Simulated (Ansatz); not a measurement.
## Run report: C₂H₄BIn, molecular dynamics (part 3 of 4)

Continued. System: C₂H₄BIn. Method: RKS B3LYP-D4/def2-mTZVP (Ansatz 0.2.0). It belongs to a series of runs on one base structure; here: dynamics from the highest image of the converged band.

Geometry of the input (Å):
```
B  -0.5948  1.0668  -0.4560
C  0.1185  -0.1025  0.0888
C  0.7419  -1.1199  0.5630
In -0.4628  -2.9310  -0.2383
H  0.4754  1.3227  0.2964
H  -0.3477  1.4217  -1.5697
H  1.6233  -1.1346  1.1892
H  -1.5539  1.4768  0.1265
```

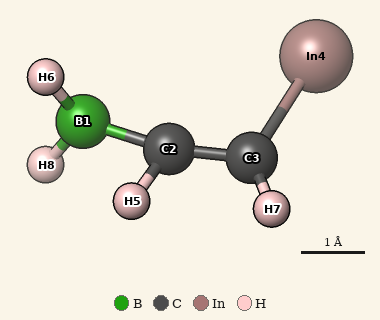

Figure 1. The geometry at step 57 of the log (ball-and-stick view, seen at a tilt; atoms are numbered from 1 in the order of the input).

```
Total energy: -7990.85406514 eV, -293.6584704985 hartree
Atom 0 at    -0.672996     0.556931    -0.534221 Å, force    -1.377644     0.205457    -0.857652 eV/Å
Atom 1 at     0.482472     0.360569     0.373498 Å, force     0.799112    -0.510533     0.382892 eV/Å
Atom 2 at     0.664492    -0.984914     0.535661 Å, force     0.815936    -0.226776     0.072378 eV/Å
Atom 3 at    -0.489388    -2.927091    -0.252857 Å, force     0.055561     0.609081     0.276568 eV/Å
Atom 4 at     1.261447     1.134581     0.525893 Å, force    -0.201490    -0.602544     0.168729 eV/Å
Atom 5 at    -0.609815     1.271783    -1.512477 Å, force    -0.100595    -0.148727     0.344174 eV/Å
Atom 6 at     1.699199    -1.334073     0.805718 Å, force    -0.482632     0.425117    -0.115432 eV/Å
Atom 7 at    -1.698768    -0.091918    -0.349374 Å, force     0.491753     0.248925    -0.271656 eV/Å
Dipole moment:     0.092285    -0.446000     0.009867 e Å
```

### Trajectory as extended XYZ (Å, eV, eV/Å), 54 of the 201 frames kept, from step=0 to step=200
```
8
Properties=species:S:1:pos:R:3:forces:R:3 step=0 time_fs=0.0 energy=-7990.56858 temperature=100.0
B    -0.5948    1.0668   -0.4560   -0.0028  -0.0005  -0.0006
C     0.1185   -0.1025    0.0888    0.0028   0.0009  -0.0026
C     0.7419   -1.1199    0.5630   -0.0029  -0.0008   0.0000
In   -0.4628   -2.9310   -0.2383    0.0003  -0.0001   0.0005
H     0.4754    1.3227    0.2964    0.0032   0.0017   0.0029
H    -0.3477    1.4217   -1.5697   -0.0006  -0.0005  -0.0003
H     1.6233   -1.1346    1.1892    0.0002   0.0000   0.0002
H    -1.5539    1.4768    0.1265   -0.0003  -0.0006  -0.0002
8
Properties=species:S:1:pos:R:3:forces:R:3 step=4 time_fs=2.0 energy=-7990.54570 temperature=71.0
B    -0.6015    1.0697   -0.4571    0.3140  -0.5274   0.0171
C     0.1246   -0.1025    0.0924   -0.3913   0.4822  -0.3133
C     0.7378   -1.1227    0.5630    0.8762  -0.3232   0.5968
In   -0.4626   -2.9305   -0.2383   -0.0172  -0.0007  -0.0109
H     0.4927    1.2969    0.2688    0.0557   0.0761   0.1620
H    -0.3517    1.4256   -1.5575    0.0682   0.0480  -0.2660
H     1.6447   -1.1582    1.1963   -0.6715   0.0840  -0.4555
H    -1.5599    1.4662    0.1016   -0.2340   0.1609   0.2699
8
Properties=species:S:1:pos:R:3:forces:R:3 step=8 time_fs=4.0 energy=-7990.53486 temperature=57.0
B    -0.6073    1.0708   -0.4582    0.3974  -0.7631  -0.0116
C     0.1296   -0.1010    0.0950   -0.5466   0.6524  -0.4425
C     0.7363   -1.1264    0.5647    0.7830  -0.3650   0.5032
In   -0.4624   -2.9300   -0.2383   -0.0327  -0.0005  -0.0201
H     0.5119    1.2738    0.2472    0.0556   0.1048   0.2644
H    -0.3533    1.4311   -1.5547    0.0825   0.0351  -0.3031
H     1.6429   -1.1786    1.1878   -0.5376   0.1341  -0.3454
H    -1.5740    1.4614    0.0864   -0.2014   0.2022   0.3552
8
Properties=species:S:1:pos:R:3:forces:R:3 step=11 time_fs=5.5 energy=-7990.53837 temperature=61.2
B    -0.6107    1.0699   -0.4590    0.2751  -0.7062  -0.0726
C     0.1321   -0.0986    0.0961   -0.4684   0.5432  -0.3897
C     0.7368   -1.1300    0.5670    0.0879  -0.1679   0.0012
In   -0.4623   -2.9296   -0.2383   -0.0424  -0.0010  -0.0252
H     0.5277    1.2591    0.2374    0.0095   0.0853   0.2902
H    -0.3525    1.4361   -1.5600    0.0465  -0.0229  -0.1492
H     1.6281   -1.1907    1.1727    0.0591   0.1296   0.0709
H    -1.5895    1.4627    0.0837    0.0327   0.1398   0.2743
8
Properties=species:S:1:pos:R:3:forces:R:3 step=15 time_fs=7.5 energy=-7990.52122 temperature=39.5
B    -0.6144    1.0665   -0.4604    0.0349  -0.4672  -0.1770
C     0.1343   -0.0938    0.0965   -0.2012   0.2608  -0.1920
C     0.7374   -1.1351    0.5699   -0.8548   0.1832  -0.6693
In   -0.4622   -2.9291   -0.2383   -0.0519  -0.0050  -0.0288
H     0.5488    1.2420    0.2339   -0.0914   0.0078   0.2665
H    -0.3502    1.4417   -1.5711   -0.0257  -0.1139   0.1370
H     1.6128   -1.2026    1.1566    0.7898   0.1174   0.5663
H    -1.6080    1.4686    0.0886    0.4002   0.0170   0.0975
8
Properties=species:S:1:pos:R:3:forces:R:3 step=19 time_fs=9.5 energy=-7990.52768 temperature=47.6
B    -0.6180    1.0615   -0.4624   -0.1041  -0.2586  -0.2452
C     0.1359   -0.0883    0.0962    0.0881   0.0460   0.0276
C     0.7355   -1.1397    0.5709   -0.6485   0.3350  -0.5560
In   -0.4620   -2.9286   -0.2383   -0.0569  -0.0136  -0.0293
H     0.5664    1.2252    0.2406   -0.1831  -0.1019   0.2089
H    -0.3487    1.4431   -1.5774   -0.0681  -0.1501   0.2926
H     1.6241   -1.2097    1.1596    0.4089   0.1914   0.3096
H    -1.6117    1.4755    0.0975    0.5636  -0.0481  -0.0083
8
Properties=species:S:1:pos:R:3:forces:R:3 step=23 time_fs=11.5 energy=-7990.54270 temperature=67.0
B    -0.6219    1.0555   -0.4652   -0.0712  -0.2221  -0.2345
C     0.1377   -0.0825    0.0961    0.2949  -0.0483   0.1966
C     0.7318   -1.1432    0.5702    0.1607   0.3130  -0.0371
In   -0.4619   -2.9281   -0.2383   -0.0564  -0.0208  -0.0263
H     0.5772    1.2044    0.2552   -0.2142  -0.2058   0.1494
H    -0.3496    1.4390   -1.5732   -0.0485  -0.0953   0.2054
H     1.6494   -1.2095    1.1735   -0.4851   0.2846  -0.2814
H    -1.5949    1.4808    0.1065    0.4198  -0.0053   0.0279
8
Properties=species:S:1:pos:R:3:forces:R:3 step=26 time_fs=13.0 energy=-7990.55291 temperature=80.3
B    -0.6250    1.0505   -0.4679    0.0301  -0.3124  -0.1847
C     0.1397   -0.0783    0.0963    0.3729  -0.0847   0.2787
C     0.7291   -1.1452    0.5695    0.4493   0.2942   0.1438
In   -0.4619   -2.9277   -0.2383   -0.0524  -0.0198  -0.0220
H     0.5800    1.1839    0.2700   -0.1796  -0.2545   0.1163
H    -0.3515    1.4335   -1.5648    0.0012  -0.0049   0.0111
H     1.6586   -1.2024    1.1784   -0.7836   0.2949  -0.4760
H    -1.5715    1.4846    0.1139    0.1621   0.0872   0.1327
8
Properties=species:S:1:pos:R:3:forces:R:3 step=30 time_fs=15.0 energy=-7990.58547 temperature=122.1
B    -0.6290    1.0427   -0.4720    0.1146  -0.4605  -0.1120
C     0.1433   -0.0729    0.0975    0.3574  -0.1297   0.3184
C     0.7267   -1.1470    0.5689    0.1518   0.2874  -0.0579
In   -0.4618   -2.9272   -0.2383   -0.0429  -0.0077  -0.0137
H     0.5781    1.1482    0.2937   -0.0530  -0.2455   0.0965
H    -0.3538    1.4264   -1.5541    0.0722   0.1228  -0.2526
H     1.6463   -1.1833    1.1702   -0.4310   0.2238  -0.2418
H    -1.5358    1.4930    0.1287   -0.1690   0.2095   0.2630
8
Properties=species:S:1:pos:R:3:forces:R:3 step=34 time_fs=17.0 energy=-7990.60907 temperature=152.5
B    -0.6327    1.0334   -0.4766   -0.0314  -0.4099  -0.0869
C     0.1480   -0.0679    0.0996    0.2058  -0.1598   0.2680
C     0.7247   -1.1480    0.5680   -0.5883   0.1892  -0.5388
In   -0.4617   -2.9267   -0.2383   -0.0294   0.0100  -0.0032
H     0.5744    1.1033    0.3212    0.1388  -0.1213   0.1058
H    -0.3536    1.4237   -1.5523    0.0851   0.1714  -0.2897
H     1.6192   -1.1558    1.1538    0.4459   0.1205   0.3366
H    -1.5058    1.5089    0.1529   -0.2266   0.2000   0.2081
8
Properties=species:S:1:pos:R:3:forces:R:3 step=38 time_fs=19.0 energy=-7990.62007 temperature=166.7
B    -0.6365    1.0227   -0.4814   -0.3380  -0.0783  -0.1224
C     0.1534   -0.0634    0.1026   -0.0313  -0.1242   0.1413
C     0.7209   -1.1483    0.5655   -0.6609  -0.1007  -0.5658
In   -0.4617   -2.9263   -0.2384   -0.0155   0.0188   0.0068
H     0.5761    1.0542    0.3527    0.3275   0.1080   0.1281
H    -0.3503    1.4272   -1.5608    0.0182   0.1083  -0.0556
H     1.6073   -1.1235    1.1490    0.7237   0.0355   0.5228
H    -1.4836    1.5321    0.1845   -0.0237   0.0327  -0.0551
8
Properties=species:S:1:pos:R:3:forces:R:3 step=42 time_fs=21.0 energy=-7990.62423 temperature=171.9
B    -0.6415    1.0118   -0.4867   -0.5395   0.3488  -0.1656
C     0.1587   -0.0593    0.1061   -0.2137   0.0144   0.0231
C     0.7154   -1.1490    0.5614    0.2764  -0.4381   0.0894
In   -0.4616   -2.9258   -0.2384   -0.0060   0.0101   0.0131
H     0.5899    1.0092    0.3891    0.4117   0.3182   0.1168
H    -0.3464    1.4347   -1.5713   -0.0791  -0.0020   0.2203
H     1.6197   -1.0901    1.1620   -0.0096  -0.0937   0.0355
H    -1.4625    1.5564    0.2139    0.1598  -0.1577  -0.3324
8
Properties=species:S:1:pos:R:3:forces:R:3 step=45 time_fs=22.5 energy=-7990.60779 temperature=151.0
B    -0.6465    1.0043   -0.4911   -0.5256   0.5889  -0.1618
C     0.1623   -0.0562    0.1087   -0.2104   0.1793   0.0191
C     0.7115   -1.1504    0.5583    0.9109  -0.5947   0.5405
In   -0.4616   -2.9254   -0.2384   -0.0021  -0.0034   0.0153
H     0.6104    0.9828    0.4192    0.3523   0.3443   0.0484
H    -0.3452    1.4406   -1.5743   -0.1330  -0.0631   0.3049
H     1.6307   -1.0671    1.1740   -0.5497  -0.2208  -0.3330
H    -1.4431    1.5712    0.2283    0.1577  -0.2305  -0.4335
8
Properties=species:S:1:pos:R:3:forces:R:3 step=49 time_fs=24.5 energy=-7990.59947 temperature=140.2
B    -0.6547    0.9961   -0.4974   -0.3032   0.6879  -0.0969
C     0.1665   -0.0516    0.1124    0.0183   0.3918   0.1680
C     0.7090   -1.1539    0.5558    1.0139  -0.6118   0.6398
In   -0.4615   -2.9249   -0.2384   -0.0002  -0.0195   0.0159
H     0.6486    0.9585    0.4605    0.1184   0.1709  -0.1290
H    -0.3482    1.4463   -1.5687   -0.1494  -0.0766   0.1811
H     1.6271   -1.0443    1.1788   -0.6429  -0.3570  -0.4134
H    -1.4128    1.5834    0.2334   -0.0550  -0.1858  -0.3655
8
Properties=species:S:1:pos:R:3:forces:R:3 step=53 time_fs=26.5 energy=-7990.59832 temperature=138.4
B    -0.6639    0.9904   -0.5040    0.0269   0.5395   0.0021
C     0.1709   -0.0457    0.1166    0.3739   0.4429   0.4019
C     0.7095   -1.1594    0.5551    0.2606  -0.4667   0.1470
In   -0.4615   -2.9244   -0.2384   -0.0021  -0.0283   0.0139
H     0.6913    0.9405    0.4967   -0.1620  -0.0600  -0.3181
H    -0.3566    1.4493   -1.5568   -0.1056  -0.0229  -0.1336
H     1.6012   -1.0347    1.1693    0.0060  -0.3872   0.0090
H    -1.3850    1.5889    0.2250   -0.3977  -0.0173  -0.1223
8
Properties=species:S:1:pos:R:3:forces:R:3 step=57 time_fs=28.5 energy=-7990.57270 temperature=105.9
B    -0.6731    0.9865   -0.5107    0.2650   0.3421   0.0987
C     0.1764   -0.0384    0.1220    0.6468   0.2954   0.5599
C     0.7108   -1.1663    0.5549   -0.6667  -0.2581  -0.4743
In   -0.4614   -2.9239   -0.2385   -0.0128  -0.0392   0.0059
H     0.7281    0.9207    0.5212   -0.3209  -0.1370  -0.3970
H    -0.3691    1.4514   -1.5498   -0.0533   0.0209  -0.4018
H     1.5761   -1.0398    1.1605    0.7750  -0.3367   0.5226
H    -1.3721    1.5936    0.2119   -0.6332   0.1127   0.0860
8
Properties=species:S:1:pos:R:3:forces:R:3 step=60 time_fs=30.0 energy=-7990.58207 temperature=117.9
B    -0.6794    0.9845   -0.5154    0.2914   0.3170   0.1543
C     0.1818   -0.0323    0.1273    0.7032   0.1055   0.5598
C     0.7106   -1.1720    0.5539   -0.7473  -0.0607  -0.5095
In   -0.4614   -2.9236   -0.2385   -0.0310  -0.0584  -0.0070
H     0.7481    0.9027    0.5298   -0.2993  -0.0372  -0.3444
H    -0.3799    1.4534   -1.5540   -0.0474  -0.0093  -0.4213
H     1.5743   -1.0522    1.1655    0.7409  -0.3325   0.4842
H    -1.3776    1.5996    0.2035   -0.6105   0.0757   0.0840
8
Properties=species:S:1:pos:R:3:forces:R:3 step=64 time_fs=32.0 energy=-7990.62184 temperature=168.7
B    -0.6870    0.9828   -0.5213    0.1597   0.4391   0.1784
C     0.1910   -0.0240    0.1358    0.5534  -0.1901   0.3930
C     0.7084   -1.1798    0.5513   -0.0764   0.1939   0.0048
In   -0.4614   -2.9231   -0.2385   -0.0688  -0.1004  -0.0330
H     0.7655    0.8786    0.5304   -0.0854   0.2728  -0.1413
H    -0.3961    1.4552   -1.5726   -0.0852  -0.1341  -0.1914
H     1.5934   -1.0800    1.1859   -0.0546  -0.3470  -0.1037
H    -1.4044    1.6092    0.1945   -0.3427  -0.1343  -0.1068
8
Properties=species:S:1:pos:R:3:forces:R:3 step=68 time_fs=34.0 energy=-7990.63023 temperature=179.9
B    -0.6939    0.9827   -0.5265    0.0135   0.4929   0.1591
C     0.2019   -0.0162    0.1456    0.2888  -0.3797   0.1513
C     0.7060   -1.1870    0.5487    0.4334   0.3365   0.4087
In   -0.4613   -2.9227   -0.2385   -0.1142  -0.1475  -0.0637
H     0.7798    0.8648    0.5258    0.1743   0.5591   0.0821
H    -0.4155    1.4519   -1.5984   -0.1162  -0.2607   0.1178
H     1.6112   -1.1207    1.2028   -0.6571  -0.2580  -0.5581
H    -1.4442    1.6138    0.1814   -0.0225  -0.3425  -0.2971
8
Properties=species:S:1:pos:R:3:forces:R:3 step=72 time_fs=36.0 energy=-7990.65801 temperature=215.7
B    -0.7009    0.9843   -0.5312    0.0112   0.2733   0.1654
C     0.2138   -0.0096    0.1559    0.1766  -0.1974   0.0186
C     0.7047   -1.1932    0.5472    0.2499   0.4069   0.3043
In   -0.4614   -2.9223   -0.2385   -0.1615  -0.1857  -0.0955
H     0.8001    0.8713    0.5237    0.1966   0.4770   0.1344
H    -0.4392    1.4389   -1.6202   -0.0854  -0.2937   0.2685
H     1.6061   -1.1711    1.2000   -0.5338  -0.0878  -0.4844
H    -1.4853    1.6057    0.1574    0.1464  -0.3927  -0.3113
8
Properties=species:S:1:pos:R:3:forces:R:3 step=75 time_fs=37.5 energy=-7990.68655 temperature=252.1
B    -0.7060    0.9861   -0.5343    0.1294  -0.0794   0.2108
C     0.2231   -0.0050    0.1637    0.2250   0.1654   0.0072
C     0.7043   -1.1969    0.5468   -0.3023   0.4692  -0.0831
In   -0.4614   -2.9221   -0.2386   -0.1974  -0.2076  -0.1195
H     0.8200    0.8882    0.5253    0.0384   0.1713   0.0593
H    -0.4591    1.4219   -1.6302   -0.0168  -0.2420   0.2205
H     1.5889   -1.2115    1.1859   -0.0041   0.0302  -0.1078
H    -1.5130    1.5900    0.1318    0.1278  -0.3071  -0.1874
8
Properties=species:S:1:pos:R:3:forces:R:3 step=79 time_fs=39.5 energy=-7990.68087 temperature=245.1
B    -0.7124    0.9882   -0.5377    0.3758  -0.6772   0.3047
C     0.2362    0.0016    0.1741    0.2942   0.6705   0.0021
C     0.7028   -1.2006    0.5458   -1.0137   0.5767  -0.5917
In   -0.4616   -2.9218   -0.2387   -0.2454  -0.2353  -0.1513
H     0.8472    0.9150    0.5291   -0.1885  -0.2620  -0.0498
H    -0.4859    1.3915   -1.6370    0.1079  -0.1064  -0.0007
H     1.5683   -1.2641    1.1651    0.7107   0.1248   0.4043
H    -1.5462    1.5595    0.0922   -0.0411  -0.0911   0.0824
8
Properties=species:S:1:pos:R:3:forces:R:3 step=83 time_fs=41.5 energy=-7990.66819 temperature=228.8
B    -0.7174    0.9878   -0.5401    0.5269  -1.1668   0.3738
C     0.2501    0.0104    0.1844    0.2209   0.9765  -0.0707
C     0.6982   -1.2024    0.5432   -0.7636   0.5633  -0.4263
In   -0.4618   -2.9216   -0.2388   -0.2888  -0.2675  -0.1792
H     0.8677    0.9326    0.5313   -0.2350  -0.4653  -0.0546
H    -0.5086    1.3571   -1.6438    0.2126   0.0252  -0.1995
H     1.5718   -1.3119    1.1576    0.5025   0.2457   0.2647
H    -1.5809    1.5255    0.0556   -0.1755   0.0890   0.2918
8
Properties=species:S:1:pos:R:3:forces:R:3 step=87 time_fs=43.5 energy=-7990.66492 temperature=224.5
B    -0.7207    0.9834   -0.5412    0.3882  -1.3260   0.3352
C     0.2648    0.0222    0.1946   -0.0043   0.9482  -0.2026
C     0.6913   -1.2025    0.5392    0.0728   0.4114   0.1251
In   -0.4621   -2.9216   -0.2391   -0.3193  -0.2984  -0.1978
H     0.8799    0.9333    0.5318   -0.0447  -0.3579   0.0673
H    -0.5234    1.3235   -1.6574    0.2414   0.0813  -0.1544
H     1.5927   -1.3500    1.1591   -0.2812   0.4391  -0.2568
H    -1.6216    1.4942    0.0295   -0.0530   0.1022   0.2840
8
Properties=species:S:1:pos:R:3:forces:R:3 step=91 time_fs=45.5 energy=-7990.65932 temperature=217.5
B    -0.7226    0.9743   -0.5411    0.0480  -1.1956   0.1692
C     0.2794    0.0370    0.2041   -0.2906   0.5470  -0.3311
C     0.6846   -1.2012    0.5356    0.4699   0.3703   0.3451
In   -0.4625   -2.9216   -0.2394   -0.3352  -0.3173  -0.2065
H     0.8910    0.9211    0.5352    0.2960  -0.0171   0.2579
H    -0.5292    1.2927   -1.6763    0.1931   0.0701   0.1085
H     1.6043   -1.3715    1.1517   -0.6427   0.5434  -0.4637
H    -1.6636    1.4666    0.0137    0.2616  -0.0009   0.1206
8
Properties=species:S:1:pos:R:3:forces:R:3 step=94 time_fs=47.0 energy=-7990.67038 temperature=231.7
B    -0.7239    0.9647   -0.5406   -0.1603  -1.0182   0.0239
C     0.2898    0.0493    0.2105   -0.4190   0.1656  -0.3569
C     0.6804   -1.1994    0.5336    0.2870   0.4910   0.1778
In   -0.4629   -2.9217   -0.2396   -0.3395  -0.3212  -0.2079
H     0.9058    0.9106    0.5437    0.4852   0.2055   0.3520
H    -0.5285    1.2714   -1.6883    0.1322   0.0506   0.3016
H     1.5980   -1.3744    1.1353   -0.4393   0.4977  -0.2949
H    -1.6893    1.4460    0.0054    0.4538  -0.0710   0.0044
8
Properties=species:S:1:pos:R:3:forces:R:3 step=98 time_fs=49.0 energy=-7990.70225 temperature=272.6
B    -0.7261    0.9487   -0.5399   -0.2047  -0.7796  -0.0910
C     0.3026    0.0661    0.2182   -0.2764  -0.0844  -0.2010
C     0.6755   -1.1956    0.5312   -0.4050   0.7747  -0.3297
In   -0.4635   -2.9219   -0.2400   -0.3348  -0.3156  -0.2027
H     0.9413    0.9032    0.5664    0.3864   0.1606   0.2698
H    -0.5235    1.2447   -1.6942    0.0554   0.0416   0.3799
H     1.5775   -1.3623    1.1053    0.2948   0.2918   0.2223
H    -1.7084    1.4163   -0.0057    0.4843  -0.0892  -0.0475
8
Properties=species:S:1:pos:R:3:forces:R:3 step=102 time_fs=51.0 energy=-7990.73029 temperature=308.8
B    -0.7289    0.9300   -0.5395    0.0234  -0.5858  -0.0769
C     0.3145    0.0827    0.2252    0.1418  -0.0057   0.1106
C     0.6693   -1.1894    0.5278   -0.7704   0.9308  -0.6035
In   -0.4642   -2.9222   -0.2405   -0.3150  -0.3044  -0.1878
H     0.9905    0.9009    0.5988   -0.0550  -0.1683  -0.0130
H    -0.5163    1.2197   -1.6862    0.0079   0.0622   0.2024
H     1.5675   -1.3390    1.0833    0.7393   0.0876   0.5351
H    -1.7099    1.3835   -0.0182    0.2279  -0.0162   0.0331
8
Properties=species:S:1:pos:R:3:forces:R:3 step=106 time_fs=53.0 energy=-7990.75004 temperature=334.1
B    -0.7316    0.9091   -0.5393    0.3508  -0.4125   0.0207
C     0.3269    0.0993    0.2326    0.4602   0.0901   0.3518
C     0.6609   -1.1802    0.5226   -0.1044   0.7756  -0.2176
In   -0.4651   -2.9226   -0.2410   -0.2800  -0.2898  -0.1636
H     1.0379    0.8928    0.6308   -0.4403  -0.3498  -0.2665
H    -0.5087    1.1971   -1.6710   -0.0140   0.0960  -0.1184
H     1.5824   -1.3119    1.0796    0.1893   0.0051   0.2253
H    -1.7031    1.3501   -0.0293   -0.1616   0.0853   0.1683
8
Properties=species:S:1:pos:R:3:forces:R:3 step=109 time_fs=54.5 energy=-7990.74433 temperature=326.9
B    -0.7329    0.8925   -0.5391    0.4922  -0.2267   0.0947
C     0.3371    0.1119    0.2388    0.4632   0.0351   0.3814
C     0.6542   -1.1716    0.5182    0.6021   0.5454   0.2058
In   -0.4658   -2.9229   -0.2415   -0.2465  -0.2721  -0.1409
H     1.0633    0.8785    0.6488   -0.5022  -0.2417  -0.3238
H    -0.5033    1.1824   -1.6618   -0.0359   0.1026  -0.3048
H     1.5997   -1.2913    1.0833   -0.4189  -0.0490  -0.1245
H    -1.7011    1.3269   -0.0337   -0.3540   0.1063   0.2119
```
